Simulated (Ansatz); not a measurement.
**BSiN2H5 (SMILES N[SiH]1BN1): RPA@PBE/cc-pVDZ**

Aim: the electronic atomisation energy of BSiN2H5 at RPA@PBE/cc-pVDZ, from 5 runs. 

The results are computed with Ansatz 0.2.0.

61 further runs of the same task are left out: 61 set aside as unsound or not needed.

## 1. The molecule

The species is BSiN2H5 (9 atoms), meant as a singlet with charge 0. As SMILES, `N[SiH]1BN1`. Geometry: relaxed at PBE0-D4/def2-TZVP. This is one conformer, not always the lowest.

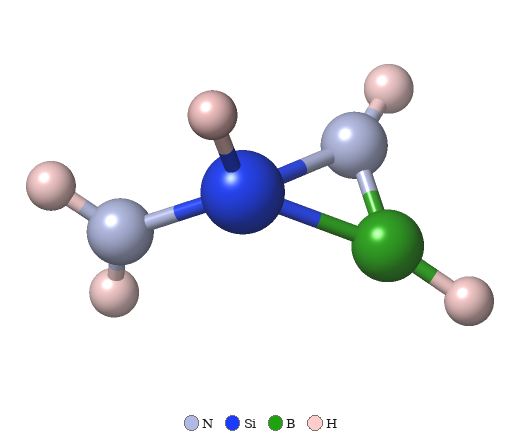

Viewed from a chosen angle; nitrogen light blue, silicon blue, boron green, hydrogen pink.

## 2. A single-point energy at RPA@PBE/cc-pVDZ

Input file input.yaml:

```yaml
crystal:
  periodic: [false, false, false]
  atoms:
    - {symbol: "N", position_ang: [-0.637800, 1.588100, 0.218200]}
    - {symbol: Si, position_ang: [0.258900, 0.175500, 0.530500]}
    - {symbol: B, position_ang: [-0.233900, -1.625800, 0.110200]}
    - {symbol: "N", position_ang: [0.650500, -0.971600, -0.738400]}
    - {symbol: H, position_ang: [-0.221300, 2.503300, 0.212900]}
    - {symbol: H, position_ang: [-1.561800, 1.577300, -0.177300]}
    - {symbol: H, position_ang: [1.441200, 0.620900, 1.305200]}
    - {symbol: H, position_ang: [-0.741300, -2.702400, 0.114400]}
    - {symbol: H, position_ang: [1.134000, -1.211600, -1.592900]}
basis:
  gaussian:
    orbitals: cc-pVDZ
hamiltonian:
  xc: pbe
correlation:
  method: rpa
  frozen_orbitals: {B: 1, H: 0, "N": 1, Si: 5}
accuracy: high
```

Launch:

```console
$ ansatz run input.yaml --threads 1 --pin off --max-ram 3480MiB --events-out events.jsonl --progress --plain --runs-dir runs
```

The program printed:

```text
Warning: RAYON_NUM_THREADS=1 ignored (pool sized by the plan → 1); use --threads N
Functional definition: PBE
  name "PBE"
  parameter kappa = 0.804
  parameter beta = 0.06672455060314922
  exchange = pbe_x(kappa = kappa, mu = beta*pi^2/3)
  correlation = pbe_c(beta = beta)
1994 factors; integrals over basis functions are off by at most 3.8e-9 eV
mean field evaluation 1: about -11593.1886 eV, gradient 8.1e1 eV
mean field evaluation 2: about -11593.1821 eV, gradient 8.1e1 eV
mean field evaluation 4: about -11605.1748 eV, gradient 2.4e1 eV
mean field evaluation 8: about -11606.9102 eV, gradient 3.4e-1 eV
mean field evaluation 16: about -11606.9092 eV, gradient 2.1e-5 eV
mean field -11606.90922402 eV, -426.5460465372 hartree, gradient 7.5e-8 eV, S^2 0.000000; 0 other end points of the search recorded, 0 dependent functions left out
8 core orbitals not correlated: weight in the atoms' cores, before any rotation towards them, 1.000 or more for the frozen orbitals, at most 0.000 for the correlated occupied ones
reference -11576.18569252 eV, -425.4169775798 hartree; 11, 11 occupied and 66, 66 virtual orbitals, 1994 factors
Total energy: -11599.16418471 eV, -426.2614215924 hartree
```

Wall time 10 s (1 thread of Arm Neoverse V1, shared host); peak memory 0.3 GiB.

## 3. The B atom

Input file input.yaml:

```yaml
crystal:
  periodic: [false, false, false]
  atoms:
    - symbol: B
      position_ang: [0.000000, 0.000000, 0.000000]
basis:
  gaussian: {orbitals: cc-pVDZ}
magnetization: {spin_polarized: true, initial_magnetization: 1}
hamiltonian: {xc: pbe}
correlation: {method: rpa, frozen_orbitals: {B: 1}}
accuracy: high
```

Run the same way, it converges to -24.63553 Eh (log not shown).

## 4. The H atom at the same level

Input file job.yaml:

```yaml
crystal:
  periodic: [false, false, false]
  atoms:
    - {symbol: H, position_ang: [0.000000, 0.000000, 0.000000]}
basis:
  gaussian:
    orbitals: cc-pVDZ
magnetization:
  spin_polarized: true
  initial_magnetization: 1
hamiltonian:
  xc: {name: PBE}
correlation:
  method: rpa
  frozen_orbitals: {H: 0}
accuracy: high
```

Run the same way, it converges to -0.51276 Eh (log not shown).

## 5. The N atom at the same level

Input file molecule.yaml:

```yaml
crystal:
  periodic: [false, false, false]
  atoms:
    - {symbol: N, position_ang: [0.000000, 0.000000, 0.000000]}
basis:
  gaussian:
    orbitals: cc-pVDZ
magnetization:
  spin_polarized: true
  initial_magnetization: 3
hamiltonian:
  xc: {name: PBE}
correlation:
  method: rpa
  frozen_orbitals: {"N": 1}
accuracy: high
```

Launch:

```console
$ ansatz run molecule.yaml --threads 1 --pin off --max-ram 3480MiB --events-out events.jsonl --progress --plain --runs-dir runs
```

The program printed, cut to the lines that bear on the results:

```text
Warning: RAYON_NUM_THREADS=1 ignored (pool sized by the plan → 1); use --threads N
[... 6 set-up lines as earlier in the session ...]
96 factors; integrals over basis functions are off by at most 1.2e-9 eV
mean field evaluation 1: about -1483.2883 eV, gradient 6.3e0 eV
mean field evaluation 2: about -1483.2874 eV, gradient 6.3e0 eV
mean field evaluation 4: about -1483.4881 eV, gradient 1.2e-2 eV
mean field evaluation 8: about -1483.4880 eV, gradient 1.9e-4 eV
mean field -1483.48804930 eV, -54.5171802673 hartree, gradient 1.0e-8 eV, S^2 3.751309; 0 other end points of the search recorded, 0 dependent functions left out
1 core orbitals not correlated: weight in the atoms' cores, before any rotation towards them, 1.000 or more for the frozen orbitals, at most 0.000 for the correlated occupied ones
reference -1480.02633686 eV, -54.3899646819 hartree; 4, 1 occupied and 9, 12 virtual orbitals, 96 factors
Total energy: -1483.91497657 eV, -54.5328695553 hartree
```

It took 0.32 s on 1 thread of Arm Neoverse V1, shared host.

## 6. The Si atom, same level

Input file run.yaml:

```yaml
crystal:
  periodic: [false, false, false]
  atoms:
    - {symbol: Si, position_ang: [0.000000, 0.000000, 0.000000]}
basis:
  gaussian:
    orbitals: cc-pVDZ
magnetization:
  spin_polarized: true
  initial_magnetization: 2
hamiltonian:
  xc: pbe
correlation:
  method: rpa
  frozen_orbitals: {Si: 5}
accuracy: high
```

Launch:

```console
$ ansatz run run.yaml --threads 1 --pin off --max-ram 3480MiB --events-out events.jsonl --progress --plain --runs-dir runs
```

The program printed, cut to the lines that bear on the results:

```text
Warning: RAYON_NUM_THREADS=1 ignored (pool sized by the plan → 1); use --threads N
[... 2 set-up lines as earlier in the session ...]
[...]
144 factors; integrals over basis functions are off by at most 3.2e-9 eV
[...]
mean field -7870.05274420 eV, -289.2191038359 hartree, gradient 3.2e-8 eV, S^2 2.003183; 5 other end points of the search recorded, 0 dependent functions left out
5 core orbitals not correlated: weight in the atoms' cores, before any rotation towards them, 1.000 or more for the frozen orbitals, at most 0.000 for the correlated occupied ones
reference -7859.89737853 eV, -288.8459010310 hartree; 3, 1 occupied and 10, 12 virtual orbitals, 144 factors
Total energy: -7862.96845751 eV, -288.9587611021 hartree
```

It took 1.6 s on 1 thread of Arm Neoverse V1, shared host.

## 7. Outcome

Level: RPA@PBE/cc-pVDZ, 8 core orbitals frozen.

```
                                  quantity          value
                    molecule: total energy  -426.26142 Eh
molecule: RPA correlation energy (valence)     -844.4 mEh
                      B atom: total energy   -24.63553 Eh
  B atom: RPA correlation energy (valence)     -107.4 mEh
 B atom: ⟨S²⟩ of the reference determinant          0.753
                      H atom: total energy    -0.51276 Eh
            H atom: RPA correlation energy      -13.5 mEh
 H atom: ⟨S²⟩ of the reference determinant          0.750
                      N atom: total energy   -54.53287 Eh
  N atom: RPA correlation energy (valence)     -142.9 mEh
 N atom: ⟨S²⟩ of the reference determinant          3.751
                     Si atom: total energy  -288.95876 Eh
 Si atom: RPA correlation energy (valence)     -112.9 mEh
Si atom: ⟨S²⟩ of the reference determinant          2.003
             electronic atomisation energy      28.234 eV
```

**Reading.** Taking the molecule apart into free atoms costs 28.23 eV (2724 kJ/mol), before zero-point energy and without spin-orbit coupling.
